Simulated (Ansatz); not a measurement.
## C3H10AlB: single-point calculation

The run: single-point calculation of C3H10AlB. Method and program: RKS PBE-D4/def2-TZVPP (Ansatz 0.2.0).

The geometry comes from this level: PBE0-D4/def2-TZVP. Figures and captions count atoms from 1; the log counts them from 0 in places.

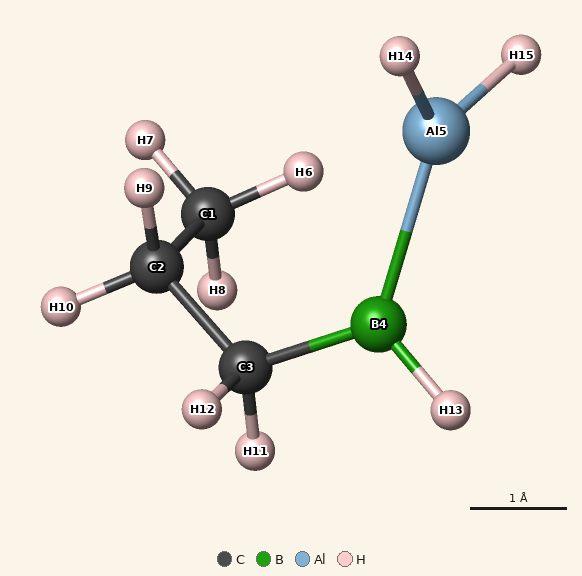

*The input geometry (ball-and-stick view, seen at a tilt; atoms are numbered from 1 in the order of the input). Sticks mark near contacts.*

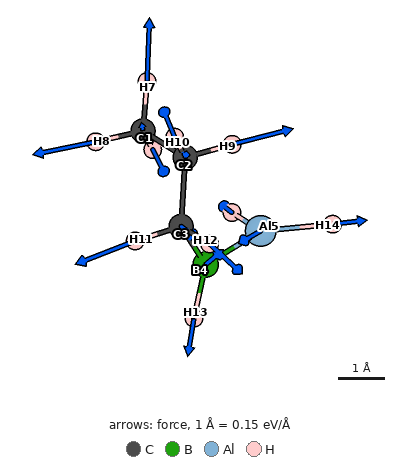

*Forces on the atoms as blue arrows (ball-and-stick view, seen at a tilt; atoms are numbered from 1 in the order of the input).*

The largest act on H10, H11 (0.23 eV/Å); H6, H8, H12 (0.22 eV/Å); H7, H9 (0.22 eV/Å); C3 (0.19 eV/Å), among others. The geometry is not a stationary point of this energy.

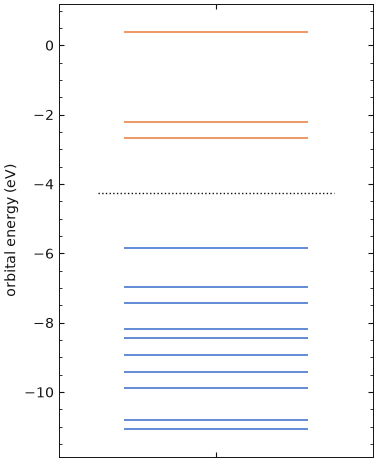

*Orbital energies near the frontier; the dotted line parts filled from empty levels, and levels within 0.02 eV of each other stand side by side.*

Highest filled −5.85 eV, lowest empty −2.66 eV, 3.19 eV apart.

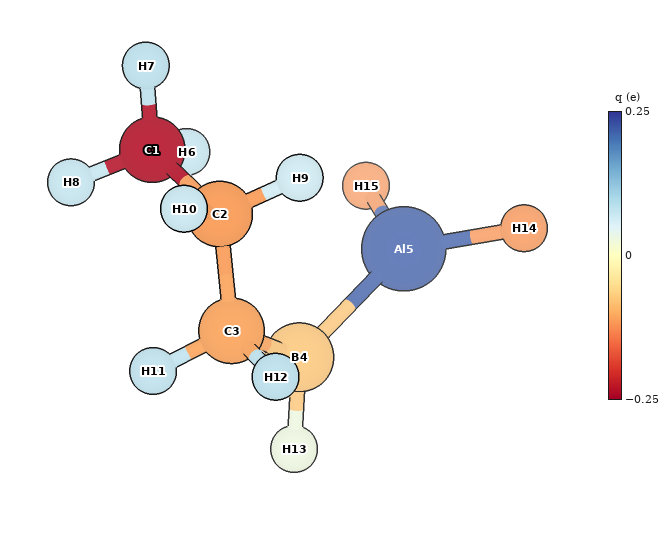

*Mulliken charges, as the colour of each atom (ball-and-stick view, seen at a tilt; atoms are numbered from 1 in the order of the input).*

By element: C −0.23 to −0.11, B −0.08, Al +0.22 and H −0.12 to +0.08 e.

The input that produced these results follows, with the program's output.

Input file:
```yaml
crystal:
  periodic: [false, false, false]
  atoms:
    - {symbol: C, position_ang: [0.246280, -1.726151, -0.220633]}
    - {symbol: C, position_ang: [1.141647, -0.498692, -0.218091]}
    - {symbol: C, position_ang: [0.517397, 0.671717, -0.967807]}
    - {symbol: B, position_ang: [-0.734371, 1.370196, -0.359889]}
    - {symbol: Al, position_ang: [-1.459375, 1.101903, 1.625435]}
    - {symbol: H, position_ang: [-0.731678, -1.507926, 0.223561]}
    - {symbol: H, position_ang: [0.687085, -2.553199, 0.340059]}
    - {symbol: H, position_ang: [0.062991, -2.073593, -1.241391]}
    - {symbol: H, position_ang: [1.348180, -0.194698, 0.816261]}
    - {symbol: H, position_ang: [2.112775, -0.759375, -0.652247]}
    - {symbol: H, position_ang: [0.359551, 0.421396, -2.026081]}
    - {symbol: H, position_ang: [1.228013, 1.520732, -1.015576]}
    - {symbol: H, position_ang: [-1.281809, 2.169048, -1.079278]}
    - {symbol: H, position_ang: [-0.856776, 1.908524, 2.864908]}
    - {symbol: H, position_ang: [-2.661806, 0.099518, 1.940171]}
basis:
  gaussian: {orbitals: def2-TZVPP}
hamiltonian: {xc: pbe, dispersion: d4}
output: {forces: true, orbitals: {seedname: orbitals}}
```

Command:
```bash
ansatz run in.yaml --threads 4 --pin off --events-out ev --progress --plain --max-ram 10444MiB
```

The program's output:
```
Functional definition: PBE
  name "PBE"
  cite "Perdew, Burke & Ernzerhof, Phys. Rev. Lett. 77, 3865 (1996) doi:10.1103/PhysRevLett.77.3865"
  parent pbe
  parameter kappa = 0.804
  parameter beta = 0.06672455060314922
  exchange = pbe_x(kappa = kappa, mu = beta*pi^2/3)
  correlation = pbe_c(beta = beta)
1568 factors; their error is unknown
mean field evaluation 1: about -10520.8763 eV, gradient 8.2e1 eV
mean field evaluation 2: about -10431.0478 eV, gradient 1.7e2 eV
mean field evaluation 4: about -10537.3546 eV, gradient 1.3e1 eV
mean field evaluation 8: about -10537.8325 eV, gradient 1.1e-1 eV
mean field evaluation 16: about -10537.7966 eV, gradient 1.3e-2 eV
mean field -10537.79659510 eV, -387.2568820950 hartree, gradient 1.4e-5 eV, S^2 0.000000; 0 other end points of the search recorded, 0 dependent functions left out
the calculation of the forces begins
reference -10537.79665374 eV, -387.2568842496 hartree; 23, 23 occupied and 283, 283 virtual orbitals, 1568 factors
Total energy: -10538.09185085 eV, -387.2677325437 hartree
Atom 0 at     0.246280    -1.726151    -0.220633 Å, force     0.014240    -0.026942     0.007152 eV/Å
Atom 1 at     1.141647    -0.498692    -0.218091 Å, force     0.029172    -0.011474     0.004850 eV/Å
Atom 2 at     0.517397     0.671717    -0.967807 Å, force    -0.155564     0.010669     0.102086 eV/Å
Atom 3 at    -0.734371     1.370196    -0.359889 Å, force    -0.009767    -0.019022     0.095412 eV/Å
Atom 4 at    -1.459375     1.101903     1.625435 Å, force     0.040298     0.012520    -0.119611 eV/Å
Atom 5 at    -0.731678    -1.507926     0.223561 Å, force    -0.197157     0.047134     0.087278 eV/Å
Atom 6 at     0.687085    -2.553199     0.340059 Å, force     0.077869    -0.170326     0.107155 eV/Å
Atom 7 at     0.062991    -2.073593    -1.241391 Å, force    -0.043844    -0.076686    -0.200110 eV/Å
Atom 8 at     1.348180    -0.194698     0.816261 Å, force     0.043450     0.065024     0.200448 eV/Å
Atom 9 at     2.112775    -0.759375    -0.652247 Å, force     0.205023    -0.055850    -0.081270 eV/Å
Atom 10 at     0.359551     0.421396    -2.026081 Å, force    -0.016648    -0.032432    -0.228095 eV/Å
Atom 11 at     1.228013     1.520732    -1.015576 Å, force     0.127997     0.180161    -0.032963 eV/Å
Atom 12 at    -1.281809     2.169048    -1.079278 Å, force    -0.065068     0.090495    -0.070618 eV/Å
Atom 13 at    -0.856776     1.908524     2.864908 Å, force     0.039232     0.056194     0.096959 eV/Å
Atom 14 at    -2.661806     0.099518     1.940171 Å, force    -0.089232    -0.069464     0.031325 eV/Å
Dipole moment:     0.210906    -0.052196    -0.233257 e Å
```

Summary:

| quantity | value |
| --- | --- |
| outcome | converged |
| total energy | −10538.0919 eV |
| mean-field energy | −10537.7967 eV |
| dispersion energy | −0.2952 eV |
| SCF solution under orbital rotations | stable |
| HOMO | −5.85 eV |
| LUMO | −2.66 eV |
| largest force (length of the vector) | 0.231 eV/Å |
| dipole moment | 1.53 D |
| hardware | 4 threads of Arm Neoverse V2, 23 GiB of memory available, shared host |
| wall time | 3.1 s (CPU time 12 s) |
| peak memory | 0.43 GiB |
